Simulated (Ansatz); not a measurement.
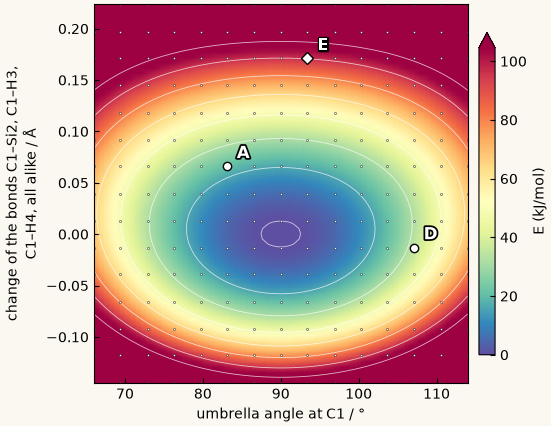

CH3Si, SMILES C=[SiH-], charge −1. 
- Coordinates scanned: (1) umbrella angle at C1 (between each of its bonds and their common axis; 90 is planar); (2) change of the bonds C1–Si2, C1–H3, C1–H4, all alike.
- Nothing is relaxed (all other coordinates rigid).
- Grid: 15 × 15 points; 120 points were computed and 105 follow by symmetry.
- Points are written as (first, second).
- All energies are given in kJ/mol relative to the lowest grid point.
- The calculation used Ansatz, RKS B3LYP-D4/def2-TZVPD.

In the figure: a smooth colour map with a few white contour lines, dots at the grid points, one colour for all values above the top of the scale, lettered points. Between grid points the surface is interpolated.

**Is A the lowest point of the computed grid?**

No. A lies 21 kJ/mol above the lowest grid point, which is at (90.0°, 0.013 Å).

**What kind of point is each of A, D, E: minimum, saddle, maximum or slope?**

A: on a slope; D: on a slope; E: on a slope. (In these two coordinates alone; a stationary point may lie a little off the grid point.)
